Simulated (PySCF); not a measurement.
Molecule: PH₃, SMILES P.

```xyz
4

P      0.0256    -0.0410     0.4763
H     -0.5990     1.0211    -0.2472
H      1.1993    -0.0042    -0.3374
H     -0.5896    -1.0495    -0.3272
```

GIAO shifts, PBE0/aug-cc-pVDZ in PySCF, at a PBE0-D3(BJ)/def2-SVP geometry (no frequency check), against TMS for ¹H computed at the same level. Gas phase, fully decoupled, line heights follow the number of nuclei, widths are arbitrary (no quadrupolar broadening); values of one conformer, averaged over methyl-type rotors and exact or near symmetry.

Which ¹H signals does it give?

Answer. 1 signal.


```
δ (ppm)  nuclei       atoms
   1.89       3  H2, H3, H4
```

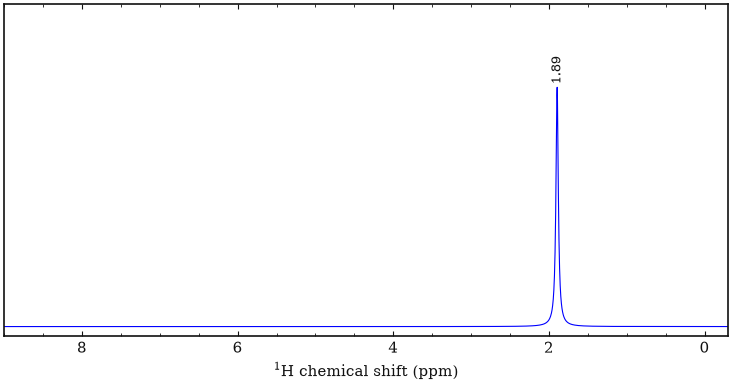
